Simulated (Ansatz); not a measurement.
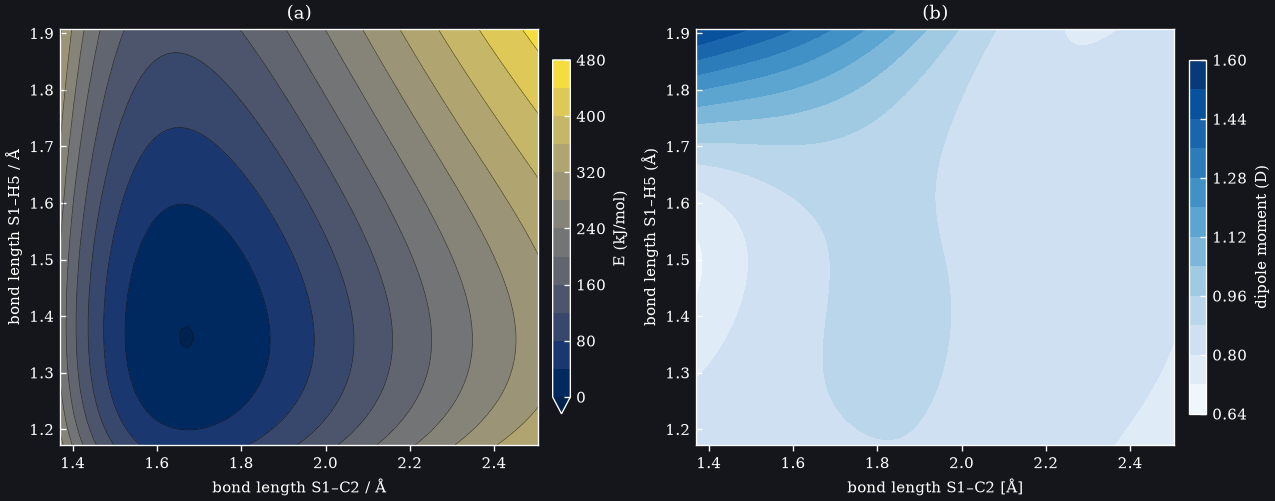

C2H2SSe, SMILES SC#C[SeH]. Coordinates scanned: (1) bond length S1–C2; (2) bond length S1–H5. Nothing is relaxed (all other coordinates rigid). Grid: 13 × 13 points. Energies: kJ/mol, counted from the lowest grid point. The reference is spin-restricted, which grows unreliable where a bond is stretched far. Method: RKS PBE-D4/def2-TZVP in Ansatz 0.2.0.

Panel (a) is the energy and panel (b) the computed dipole moment on the same grid.

The picture shows filled contours. Between grid points the surface is interpolated.

### How does the dipole moment vary over the map, and what is it at the lowest grid point?

Leaving out the highest fifth of the energies, it runs from 0.71 D at bond length S1–C2 = 1.370 Å, bond length S1–H5 = 1.479 Å to 1.47 D at bond length S1–C2 = 1.464 Å, bond length S1–H5 = 1.908 Å. At the lowest grid point, bond length S1–C2 = 1.654 Å, bond length S1–H5 = 1.356 Å, it is 0.88 D.
